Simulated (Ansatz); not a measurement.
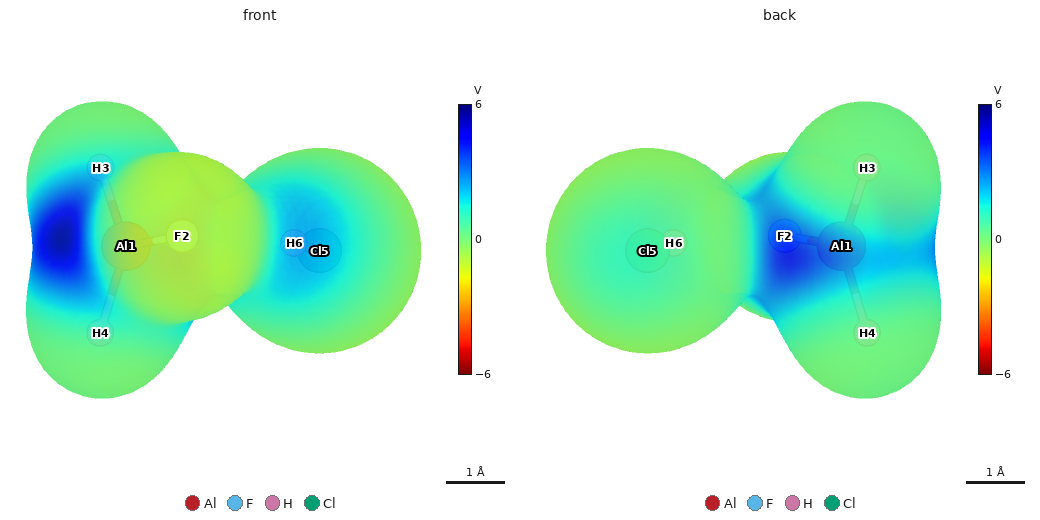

Figure. AlFH$_{2}$···HCl. The electrostatic potential painted on the density surface at 0.004 e/bohr³, seen from the front and from behind; the colour scale runs from red (negative) to blue (positive).

Not at a stationary point (largest force 0.9 eV/Å).

These are results of RKS PBE-D4/cc-pVDZ in Ansatz, not measurements.

Input

```
crystal:
  periodic: [false, false, false]
  atoms:
    - { symbol: Al, position_ang: [0.0, 0.0, 0.0] }
    - { symbol: F, position_ang: [0.0, 0.0, 2.04] }
    - { symbol: H, position_ang: [1.351, 0.0, -0.78] }
    - { symbol: H, position_ang: [-1.351, 0.0, -0.78] }
    - { symbol: Cl, position_ang: [0.1058, -2.3986, 0.7978] }
    - { symbol: H, position_ang: [0.053, -1.2022, 1.9224] }
basis:
  gaussian: { orbitals: cc-pVDZ }
hamiltonian:
  xc: pbe
  dispersion: d4
relax:
  f_tol: 0.15
  max_steps: 25
  restrain:
    - { distance: [0, 4], at: 3.43, k: 30.0 }
    - { distance: [5, 1], at: 2.12, k: 30.0 }
    - { distance: [0, 1], at: 1.69, k: 30.0 }
    - { distance: [5, 4], at: 1.37, k: 30.0 }
output:
  orbitals: {}
```

Command:

```sh
ansatz run input.yaml --threads 1 --pin off --max-ram 2048MiB --backend cpu --events-out ev --progress --plain --runs-dir out
```

The fields are those of the run's last geometry, not of the input's.

### Which sites attract a positive test charge, and which a negative one?

A positive charge is drawn to the negative regions and a negative charge to the positive ones. The most negative region (about −1.0 V, or −23 kcal/mol for a unit charge) lies over F2, the most positive (about +5.2 V, or +120 kcal/mol for a unit charge) over Al1. Cl5 shows a σ-hole: about +0.9 V, or +21 kcal/mol for a unit charge at the tip opposite its bond, against about −0.1 V on its flanks.
